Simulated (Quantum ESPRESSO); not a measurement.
# AlNi (Pm-3m): from the cell to the phonon bands, part 2 of 3

How does AlNi (Pm-3m) vibrate, and is this structure a minimum?

Quantum ESPRESSO 7.5; DFT PBE, scalar-relativistic, plane waves, GBRV ultrasoft pseudopotentials.

So far. Step 2 (A probe with smearing): No gap opens on this mesh, so smearing is kept; the start stands at 1.8 GPa. Step 4 (Ground state): The cell stands at -0.023 GPa, close enough for phonons. The relaxed cell has a = 2.893 Å (conventional setting).

The database entry behind the starting cell differs from later determinations by our own check (about 0.2 % short), so it need not match the best structure at ambient conditions.

## (7) Phonons on a q mesh

Linear response treats each wavevector in the unit cell, with no supercell; the 3×3×3 mesh fixes the range of the force constants to be had. The change of the potential is kept for the electron-phonon matrix elements.

Input file ph.in:

```
phonons
&inputph
   prefix = 'x'
   outdir = './tmp'
   fildyn = 'x.dyn'
   tr2_ph = 1.0d-18
   alpha_mix(1) = 0.4
   nmix_ph = 8
   ldisp = .true.
   nq1 = 3
   nq2 = 3
   nq3 = 3
   electron_phonon = 'interpolated'
   fildvscf = 'dvscf'
   el_ph_sigma = 0.005
   el_ph_nsigma = 10
/
```

Command:

```
$ OMP_NUM_THREADS=1 mpirun -n 4 ph.x -nk 4 -in ph.in > ph.out
```

Numbers of over 12 decimals in the logs are rounded to 6 here.

What it wrote:

```text
[banners, grids, parts of the stress and lines that vanish by symmetry left out]
[banner, memory and clock lines left out]
Program PHONON v.7.5

     ./tmp/x.save/

     IMPORTANT: XC functional enforced from input :
     Exchange-correlation= PBE
                           (   1   4   3   4   0   0   0)
     Any further DFT definition will be discarded
     Please, verify this is what you really want

     G-vector sticks info

     Check: negative core charge=   -0.000007
     Reading collected, re-writing distributed wavefunctions in ./tmp/

     Dynamical matrices for ( 3, 3, 3)  uniform grid of q-points
     (   4 q-points):
       N         xq(1)         xq(2)         xq(3)
       1   0.000000000   0.000000000   0.000000000
       2   0.000000000   0.000000000   0.333333333
       3   0.000000000   0.333333333   0.333333333
       4   0.333333333   0.333333333   0.333333333

     Number and degeneracy of irreps per q-point
       N         xq(1)         xq(2)         xq(3)   N irreps
       1   0.000000000   0.000000000   0.000000000       2
        3   3
       2   0.000000000   0.000000000   0.333333333       4
[...]
3   0.000000000   0.333333333   0.333333333       6
     No degeneracy
       4   0.333333333   0.333333333   0.333333333       4
[...]
Saving dvscf to file. Distribute only q points, not irreducible representations.

     Calculation of q =    0.0000000   0.0000000   0.0000000

     phonons

     bravais-lattice index     =            1
     lattice parameter (alat)  =       5.4673  a.u.
     unit-cell volume          =     163.4212 (a.u.)^3
     number of atoms/cell      =            2
     number of atomic types    =            2
     kinetic-energy cut-off    =      45.0000  Ry
     charge density cut-off    =     270.0000  Ry
     convergence threshold     =      1.0E-18
     beta                      =       0.4000
     number of iterations used =            8
     Exchange-correlation= PBE
                           (   1   4   3   4   0   0   0)

     celldm(1)=    5.46726  celldm(2)=    0.00000  celldm(3)=    0.00000
     celldm(4)=    0.00000  celldm(5)=    0.00000  celldm(6)=    0.00000

     crystal axes: (cart. coord. in units of alat)
               a(1) = (  1.0000  0.0000  0.0000 )
               a(2) = (  0.0000  1.0000  0.0000 )
               a(3) = (  0.0000  0.0000  1.0000 )

     reciprocal axes: (cart. coord. in units 2 pi/alat)
               b(1) = (  1.0000  0.0000  0.0000 )
               b(2) = (  0.0000  1.0000  0.0000 )
               b(3) = (  0.0000  0.0000  1.0000 )

     Atoms inside the unit cell:

     Cartesian axes

     site n.  atom      mass           positions (alat units)
        1  Al     26.9815   tau(    1) = (    0.00000    0.00000    0.00000  )
        2  Ni     58.6934   tau(    2) = (    0.50000    0.50000    0.50000  )

     Computing dynamical matrix for
                    q = (   0.0000000   0.0000000   0.0000000 )

     49 Sym.Ops. (with q -> -q+G )

     G cutoff =  204.4292  (  12197 G-vectors)     FFT grid: ( 30, 30, 30)
     G cutoff =  136.2862  (   6667 G-vectors)  smooth grid: ( 24, 24, 24)

     number of k points=    84  Marzari-Vanderbilt smearing, width (Ry)=  0.0200

     PseudoPot. # 1 for Al read from file:
     ./pseudo/Al.upf
     Pseudo is Ultrasoft + core correction, Zval =  3.0

     PseudoPot. # 2 for Ni read from file:
     ./pseudo/Ni.upf
     Pseudo is Ultrasoft + core correction, Zval = 18.0

     Mode symmetry, O_h (m-3m)  point group:

     Atomic displacements:
     There are    2 irreducible representations

     Representation     1      3 modes -  To be done

     Representation     2      3 modes -  To be done

     Alpha used in Ewald sum =   2.6000

     Representation #   1 modes #   1   2   3

     Self-consistent Calculation
      iter #   1   av.it.:   9.9
      thresh= 1.000E-02 alpha_mix =  0.400 |ddv_scf|^2 =  3.166E-05
      iter #   2   av.it.:  12.4
      thresh= 5.627E-04 alpha_mix =  0.400 |ddv_scf|^2 =  4.093E-06
      iter #   3   av.it.:  13.1
      thresh= 2.023E-04 alpha_mix =  0.400 |ddv_scf|^2 =  8.549E-08
      iter #   4   av.it.:  13.7
      thresh= 2.924E-05 alpha_mix =  0.400 |ddv_scf|^2 =  2.923E-10
[...]
End of self-consistent calculation

     Convergence has been achieved

     Representation #   2 modes #   4   5   6

     Self-consistent Calculation
[...]
End of self-consistent calculation

     Convergence has been achieved

     Number of q in the star =    1
     List of q in the star:
[...]
Diagonalizing the dynamical matrix

     q = (    0.000000000   0.000000000   0.000000000 )

 **************************************************************************
     freq (    1) =       0.117781 [THz] =       3.928756 [cm-1]
     freq (    2) =       0.117781 [THz] =       3.928756 [cm-1]
     freq (    3) =       0.117781 [THz] =       3.928756 [cm-1]
     freq (    4) =       8.682552 [THz] =     289.618752 [cm-1]
     freq (    5) =       8.682552 [THz] =     289.618752 [cm-1]
     freq (    6) =       8.682552 [THz] =     289.618752 [cm-1]
 **************************************************************************

     Mode symmetry, O_h (m-3m)  point group:

     freq (   1-   3) =          3.9  [cm-1]   --> T_1u G_15  G_4- I
     freq (   4-   6) =        289.6  [cm-1]   --> T_1u G_15  G_4- I
     Electron-phonon interaction  ...

     [... narrower broadenings left out ...]
     Gaussian Broadening:   0.020 Ry, ngauss=   0
     DOS =  5.822916 states/spin/Ry/Unit Cell at Ef= 13.630321 eV
     lambda(    1)=  0.0000   gamma=    0.01 GHz
     lambda(    2)=  0.0000   gamma=    0.01 GHz
     lambda(    3)=  0.0000   gamma=    0.01 GHz
     lambda(    4)=  0.0014   gamma=    0.57 GHz
     lambda(    5)=  0.0014   gamma=    0.57 GHz
     lambda(    6)=  0.0014   gamma=    0.57 GHz
     [... wider broadenings left out ...]

     Number of q in the star =    1
     List of q in the star:
[...]
Calculation of q =    0.0000000   0.0000000   0.3333333
     [... set-up and bands at k+q left out ...]

     Mode symmetry, C_4v (4mm)  point group:

     Atomic displacements:
     There are    4 irreducible representations

     Representation     1      1 modes -  To be done

     Representation     2      1 modes -  To be done

[...]
Message from routine init_vloc:
     Interpolation table for Vloc re-allocated

     Alpha used in Ewald sum =   2.6000

     Representation #   1 mode #   1

     Self-consistent Calculation

[...]
[... iterations left out ...]
[...]
End of self-consistent calculation

     Convergence has been achieved

     Representation #   2 mode #   2

     Self-consistent Calculation

[...]
[... iterations left out ...]
[...]
End of self-consistent calculation

     Convergence has been achieved

     Representation #   3 modes #   3   4

[...]
[... iterations left out ...]
[...]
Convergence has been achieved

     Representation #   4 modes #   5   6

[...]
[... iterations left out ...]
[...]
Convergence has been achieved

     Number of q in the star =    6
     List of q in the star:
[...]
Diagonalizing the dynamical matrix

     q = (    0.000000000   0.000000000   0.333333333 )

 **************************************************************************
     freq (    1) =       4.251017 [THz] =     141.798649 [cm-1]
     freq (    2) =       4.251017 [THz] =     141.798649 [cm-1]
     freq (    3) =       4.923901 [THz] =     164.243668 [cm-1]
     freq (    4) =       8.055451 [THz] =     268.700906 [cm-1]
     freq (    5) =       8.055451 [THz] =     268.700906 [cm-1]
     freq (    6) =      10.173685 [THz] =     339.357592 [cm-1]
 **************************************************************************

     Mode symmetry, C_4v (4mm)  point group:

     freq (   1-   2) =        141.8  [cm-1]   --> E    G_5 D_5
     freq (   3-   3) =        164.2  [cm-1]   --> A_1  G_1 D_1
     freq (   4-   5) =        268.7  [cm-1]   --> E    G_5 D_5
     freq (   6-   6) =        339.4  [cm-1]   --> A_1  G_1 D_1
     Electron-phonon interaction  ...

     [... narrower broadenings left out ...]
     Gaussian Broadening:   0.020 Ry, ngauss=   0
     DOS =  5.822916 states/spin/Ry/Unit Cell at Ef= 13.630321 eV
     lambda(    1)=  0.0139   gamma=    1.39 GHz
     lambda(    2)=  0.0139   gamma=    1.39 GHz
     lambda(    3)=  0.1402   gamma=   18.90 GHz
     lambda(    4)=  0.0038   gamma=    1.38 GHz
     lambda(    5)=  0.0038   gamma=    1.38 GHz
     lambda(    6)=  0.1367   gamma=   78.67 GHz
     [... wider broadenings left out ...]

     Number of q in the star =    6
     List of q in the star:
[...]
Calculation of q =    0.0000000   0.3333333   0.3333333
     [... set-up and bands at k+q left out ...]

     Mode symmetry, C_2v (mm2)  point group:

     Atomic displacements:
     There are    6 irreducible representations

[...]
Alpha used in Ewald sum =   2.6000

     Representation #   1 mode #   1

[...]
Convergence has been achieved

     Representation #   2 mode #   2

[...]
Convergence has been achieved

[...]
Convergence has been achieved

[...]
Convergence has been achieved

[...]
Convergence has been achieved

[...]
Convergence has been achieved

     Number of q in the star =   12
     List of q in the star:
[...]
Diagonalizing the dynamical matrix

     q = (    0.000000000   0.333333333   0.333333333 )

 **************************************************************************
     freq (    1) =       2.909855 [THz] =      97.062322 [cm-1]
     freq (    2) =       4.488542 [THz] =     149.721658 [cm-1]
     freq (    3) =       5.180022 [THz] =     172.786929 [cm-1]
     freq (    4) =       7.749654 [THz] =     258.500635 [cm-1]
     freq (    5) =       9.901379 [THz] =     330.274449 [cm-1]
     freq (    6) =       9.950563 [THz] =     331.915066 [cm-1]
 **************************************************************************

     Mode symmetry, C_2v (mm2)  point group:

     freq (   1-   1) =         97.1  [cm-1]   --> B_2  D_4  S_4
     freq (   2-   2) =        149.7  [cm-1]   --> A_1  D_1  S_1
     freq (   3-   3) =        172.8  [cm-1]   --> B_1  D_3  S_3
     freq (   4-   4) =        258.5  [cm-1]   --> B_1  D_3  S_3
     freq (   5-   5) =        330.3  [cm-1]   --> B_2  D_4  S_4
     freq (   6-   6) =        331.9  [cm-1]   --> A_1  D_1  S_1
     Electron-phonon interaction  ...

     [... narrower broadenings left out ...]
     Gaussian Broadening:   0.020 Ry, ngauss=   0
     DOS =  5.822916 states/spin/Ry/Unit Cell at Ef= 13.630321 eV
     lambda(    1)=  0.1942   gamma=    9.14 GHz
     lambda(    2)=  0.1799   gamma=   20.16 GHz
     lambda(    3)=  0.0095   gamma=    1.42 GHz
     lambda(    4)=  0.0052   gamma=    1.75 GHz
     lambda(    5)=  0.0161   gamma=    8.77 GHz
     lambda(    6)=  0.0237   gamma=   13.06 GHz
     [... wider broadenings left out ...]

     Number of q in the star =   12
     List of q in the star:
[...]
Calculation of q =    0.3333333   0.3333333   0.3333333
     [... set-up and bands at k+q left out ...]

     Mode symmetry, C_3v (3m)   point group:

     Atomic displacements:
     There are    4 irreducible representations

[...]
Representation     3      2 modes -  To be done

     Representation     4      2 modes -  To be done

     Alpha used in Ewald sum =   2.6000

     Representation #   1 mode #   1

[...]
Convergence has been achieved

     Representation #   2 mode #   2

[...]
Convergence has been achieved

     Representation #   3 modes #   3   4

     Self-consistent Calculation

[...]
[... iterations left out ...]
[...]
End of self-consistent calculation

     Convergence has been achieved

     Representation #   4 modes #   5   6

     Self-consistent Calculation

      iter #   1   av.it.:   6.1
      thresh= 1.000E-02 alpha_mix =  0.400 |ddv_scf|^2 =  2.718E-07

      [... iterations left out ...]
      iter #   9   av.it.:  15.4
      thresh= 2.704E-10 alpha_mix =  0.400 |ddv_scf|^2 =  7.009E-19

     End of self-consistent calculation

     Convergence has been achieved

     Number of q in the star =    8
     List of q in the star:
[...]
Diagonalizing the dynamical matrix

     q = (    0.333333333   0.333333333   0.333333333 )

 **************************************************************************
     freq (    1) =       4.159378 [THz] =     138.741911 [cm-1]
     freq (    2) =       4.159378 [THz] =     138.741911 [cm-1]
     freq (    3) =       4.370815 [THz] =     145.794702 [cm-1]
     freq (    4) =       9.522860 [THz] =     317.648409 [cm-1]
     freq (    5) =       9.522860 [THz] =     317.648409 [cm-1]
     freq (    6) =       9.750586 [THz] =     325.244524 [cm-1]
 **************************************************************************

     Mode symmetry, C_3v (3m)   point group:

     freq (   1-   2) =        138.7  [cm-1]   --> E    L_3
     freq (   3-   3) =        145.8  [cm-1]   --> A_1  L_1
     freq (   4-   5) =        317.6  [cm-1]   --> E    L_3
     freq (   6-   6) =        325.2  [cm-1]   --> A_1  L_1
     Electron-phonon interaction  ...

     [... narrower broadenings left out ...]
     Gaussian Broadening:   0.020 Ry, ngauss=   0
     DOS =  5.822916 states/spin/Ry/Unit Cell at Ef= 13.630321 eV
     lambda(    1)=  0.0900   gamma=    8.66 GHz
     lambda(    2)=  0.0900   gamma=    8.66 GHz
     lambda(    3)=  0.1109   gamma=   11.78 GHz
     lambda(    4)=  0.0213   gamma=   10.74 GHz
     lambda(    5)=  0.0213   gamma=   10.74 GHz
     lambda(    6)=  0.0209   gamma=   11.04 GHz
     [... wider broadenings left out ...]

     Number of q in the star =    8
     List of q in the star:
[...]
7  -0.333333333   0.333333333  -0.333333333
          8   0.333333333  -0.333333333  -0.333333333


[key lines of the parts left out:]
the Fermi energy is    13.6185 ev
```

Run time: 23 min. Hardware: 4 MPI ranks of Arm Neoverse V1, shared host.

Numbers from this step:

| Property | Result |
| --- | --- |
| largest acoustic frequency at the zone centre before the sum rule | 3.93 cm⁻¹ |
| highest optical zone-centre mode (no LO-TO term) | 289.6 cm⁻¹ |
| lowest optical zone-centre mode | 289.6 cm⁻¹ |
| lowest mode on the q mesh (acoustic ones at the zone centre apart) | 97.06 cm⁻¹ |

Frequencies (cm⁻¹) at each irreducible wavevector; negative means imaginary. Frequencies by wavevector:

| q (fractions) | star | mode 1 | mode 2 | mode 3 | mode 4 | mode 5 | mode 6 |
| --- | --- | --- | --- | --- | --- | --- | --- |
| 0 0 0 | 1 | 3.93 | 3.93 | 3.93 | 289.6 | 289.6 | 289.6 |
| 0 0 0.3333 | 6 | 141.8 | 141.8 | 164.2 | 268.7 | 268.7 | 339.4 |
| 0 0.3333 0.3333 | 12 | 97.06 | 149.7 | 172.8 | 258.5 | 330.3 | 331.9 |
| 0.3333 0.3333 0.3333 | 8 | 138.7 | 138.7 | 145.8 | 317.6 | 317.6 | 325.2 |

Couplings of single modes at a Gaussian broadening of 0.02 Ry, as ph.x prints them; it sets λ to zero for modes under 20 cm⁻¹. Mode couplings:

| q (fractions) | mode | frequency (cm⁻¹) | λ | linewidth γ (GHz) |
| --- | --- | --- | --- | --- |
| 0 0 0.3333 | 1 | 141.8 | 0.0139 | 1.39 |
| 0 0 0.3333 | 2 | 141.8 | 0.0139 | 1.39 |
| 0 0 0.3333 | 3 | 164.2 | 0.1402 | 18.9 |
| 0 0 0.3333 | 4 | 268.7 | 0.0038 | 1.38 |
| 0 0 0.3333 | 5 | 268.7 | 0.0038 | 1.38 |
| 0 0 0.3333 | 6 | 339.4 | 0.1367 | 78.67 |
| 0 0.3333 0.3333 | 1 | 97.06 | 0.1942 | 9.14 |
| 0 0.3333 0.3333 | 2 | 149.7 | 0.1799 | 20.16 |
| 0 0.3333 0.3333 | 3 | 172.8 | 0.0095 | 1.42 |
| 0 0.3333 0.3333 | 4 | 258.5 | 0.0052 | 1.75 |
| 0 0.3333 0.3333 | 5 | 330.3 | 0.0161 | 8.77 |
| 0 0.3333 0.3333 | 6 | 331.9 | 0.0237 | 13.06 |
| 0.3333 0.3333 0.3333 | 1 | 138.7 | 0.09 | 8.66 |
| 0.3333 0.3333 0.3333 | 2 | 138.7 | 0.09 | 8.66 |
| 0.3333 0.3333 0.3333 | 3 | 145.8 | 0.1109 | 11.78 |
| 0.3333 0.3333 0.3333 | 4 | 317.6 | 0.0213 | 10.74 |
| 0.3333 0.3333 0.3333 | 5 | 317.6 | 0.0213 | 10.74 |
| 0.3333 0.3333 0.3333 | 6 | 325.2 | 0.0209 | 11.04 |

The acoustic modes at Γ come out as far as 3.9 cm⁻¹ from zero, where they should vanish, a small numerical error.

## (8) Fourier transform to real space

The dynamical matrices of the mesh are Fourier-transformed to force constants in real space.

Input file q2r.in:

```
&input
   fildyn = 'x.dyn'
   zasr = 'crystal'
   flfrc = 'x.fc'
   la2F = .true.
/
```

Command:

```
$ q2r.x < q2r.in > q2r.out
```

What it wrote:

```text
[banners, grids, parts of the stress and lines that vanish by symmetry left out]
[banner, memory and clock lines left out]
Program Q2R v.7.5

  reading grid info from file x.dyn0

  reading force constants from file x.dyn1
  Dielectric Tensor not found
  nqs=            1
 q=   0.00000000  0.00000000  0.00000000
  reading force constants from file x.dyn2
  nqs=            6
 q=   0.00000000  0.00000000  0.33333333
[...]
reading force constants from file x.dyn3
  nqs=           12
[...]
reading force constants from file x.dyn4
  nqs=            8
[...]
q=  -0.33333333  0.33333333 -0.33333333
 q=   0.33333333 -0.33333333 -0.33333333

      q-space grid ok, #points =   27

      fft-check success (sum of imaginary terms < 10^-12)

   Preparing gamma for a2F

 Broadening =      0.005
      q-space grid ok, #points =   27

      fft-check success (sum of imaginary terms < 10^-12)

 Broadening =      0.010
[...]
Broadening =      0.045
      q-space grid ok, #points =   27

      fft-check success (sum of imaginary terms < 10^-12)

 Broadening =      0.050
      q-space grid ok, #points =   27

      fft-check success (sum of imaginary terms < 10^-12)
```

Elapsed: 0.48 s, on 1 thread.

## (9) Dispersion

From the force constants any wavevector is cheap; points of the mesh come back as solved, but for the sum rule and, in polar crystals, the LO-TO term at Γ; the rest is interpolation.

Input file matdyn.in:

```
&input
   asr = 'crystal'
   flfrc = 'x.fc'
   flfrq = 'x.freq'
   flvec = 'x.modes'
   q_in_band_form = .true.
   q_in_cryst_coord = .true.
/
8
  0.0000000   0.0000000   0.0000000  12  ! GAMMA
  0.0000000   0.5000000   0.0000000  12  ! X
  0.5000000   0.5000000   0.0000000  12  ! M
  0.0000000   0.0000000   0.0000000  12  ! GAMMA
  0.5000000   0.5000000   0.5000000  12  ! R
  0.0000000   0.5000000   0.0000000   1  ! X
  0.5000000   0.5000000   0.5000000  12  ! R
  0.5000000   0.5000000   0.0000000   1  ! M
```

Command:

```
$ matdyn.x -in matdyn.in > matdyn.out
```

What it wrote:

```text
[banner, memory and clock lines left out]
Program MATDYN v.7.5

 mass for atomic type   1 not given; uses mass from file x.fc
 mass for atomic type   2 not given; uses mass from file x.fc
 Norm of the difference between old and new effective charges:    0.000000

 Norm of the difference between old and new force-constants:   5.03101e-05

     Message from routine matdyn:
     Z* not found in file x.fc, TO-LO splitting at q=0 will be absent!
     Message from routine matdyn:
     Z* not found in file x.fc, TO-LO splitting at q=0 will be absent!

Note: The following floating-point exceptions are signalling: IEEE_UNDERFLOW_FLAG
```

The job ended after 0.47 s (1 thread).

Numbers from this step:

- lowest frequency on the path: 0 cm⁻¹
- mean frequency: 222.9 cm⁻¹
- Debye temperature (second moment): 446 K
- logarithmic mean frequency: 203.6 cm⁻¹

Matdyn.x, sum rule crystal. The phonon branches at the labelled points (cm⁻¹):

| point | branch 1 | branch 2 | branch 3 | branch 4 | branch 5 | branch 6 |
| --- | --- | --- | --- | --- | --- | --- |
| Γ | 0 | 0 | 0 | 290 | 290 | 290 |
| X | 166 | 166 | 178 | 260 | 260 | 360 |
| M | 96 | 96 | 187 | 253 | 345 | 345 |
| Γ | 0 | 0 | 0 | 290 | 290 | 290 |
| R | 147 | 147 | 147 | 328 | 328 | 328 |
| X | 166 | 166 | 178 | 260 | 260 | 360 |
| jump to R | 147 | 147 | 147 | 328 | 328 | 328 |
| M | 96 | 96 | 187 | 253 | 345 | 345 |

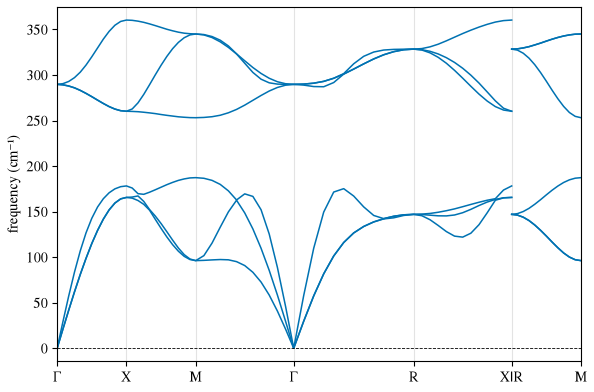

Phonon branches along the path.

Lowest modes at the softest wavevector of the mesh; phase exp(i q.(R + tau)). Modes at q = (0.000, -0.333, 0.333), with each element's share of the kinetic energy:

| mode | frequency (cm⁻¹) | Al % | Ni % |
| --- | --- | --- | --- |
| 1 | 97.1 | 18 | 82 |
| 2 | 149.7 | 7 | 93 |
| 3 | 172.8 | 5 | 95 |
| 4 | 258.5 | 95 | 5 |
| 5 | 330.3 | 82 | 18 |
| 6 | 331.9 | 93 | 7 |

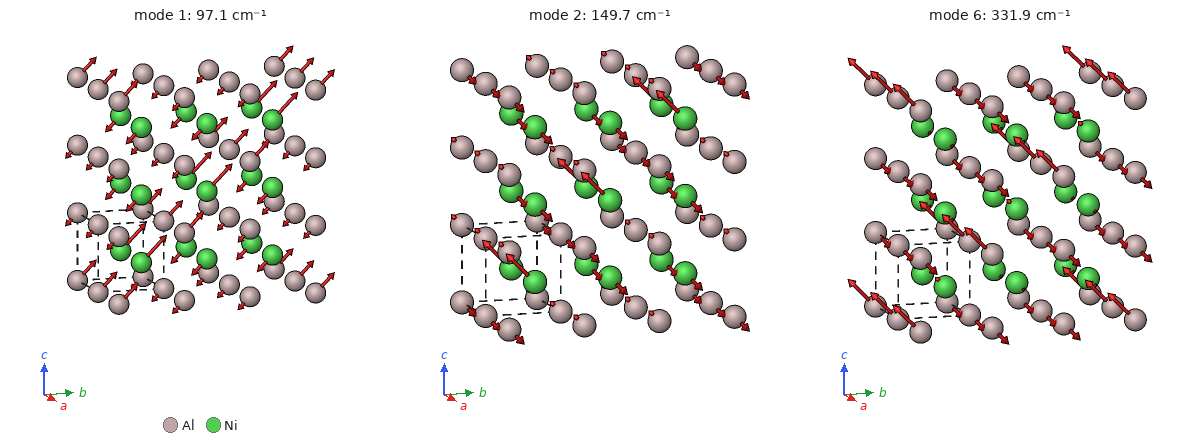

Displacement patterns of modes 1, 2 and 6 at q = (0.000, -0.333, 0.333); arrows are exaggerated. 2×3×3 cells are drawn. Some periodic images of atoms are drawn too.

Force constants by pair (phonopy on the run's constants); pairs near half the supercell's span include their periodic images. Pair force constants, by row:

| atom | neighbour | distance (Å) | third of the trace (eV/Å²) | along the pair's line (eV/Å²) |
| --- | --- | --- | --- | --- |
| Al1 | itself | 0 | 8.663 | – |
| Al1 | Ni | 2.506 | -0.6492 | -2.105 |
| Al1 | Al | 2.893 | -0.3182 | -1.145 |
| Al1 | Al | 4.092 | -0.0384 | -0.1633 |
| Al1 | Ni | 4.798 | -0.0383 | -0.0437 |
| Al1 | Al | 5.011 | -0.0737 | -0.211 |
| Al1 | Ni | 6.305 | -0.0092 | -0.0134 |
| Ni2 | itself | 0 | 6.002 | – |
| Ni2 | Al | 2.506 | -0.6492 | -2.105 |
| Ni2 | Ni | 2.893 | 0.0595 | 0.1388 |
| Ni2 | Ni | 4.092 | -0.0681 | -0.2431 |
| Ni2 | Al | 4.798 | -0.0383 | -0.0437 |
| Ni2 | Ni | 5.011 | 0.0202 | 0.0914 |
| Ni2 | Al | 6.305 | -0.0092 | -0.0134 |

Harmonic mean-square displacement, third of the trace. Mean-square displacements:

| T (K) | Al1 U_eq (Å²) | Ni2 U_eq (Å²) |
| --- | --- | --- |
| 0 | 0.0024 | 0.00202 |
| 100 | 0.0028 | 0.00284 |
| 300 | 0.00533 | 0.00684 |
| 600 | 0.00993 | 0.01335 |

Mode patterns, pair constants, displacements and means over the zone were worked out by phonopy from the force constants of q2r.x.

All branches are real along the path.

[end of part 2 of 3]

[Host names and launcher messages were left out of these logs when they were recorded.]

[Logs are printed without paths, hosts, clocks, repeated set-up lines and the standing remarks that a program may print on its own settings, such as how far it seeks lower states.]

[Hosts, paths, dates, database ids (printed as entryN), source tags and the programs' standing remarks are cut or masked in the printed files.]
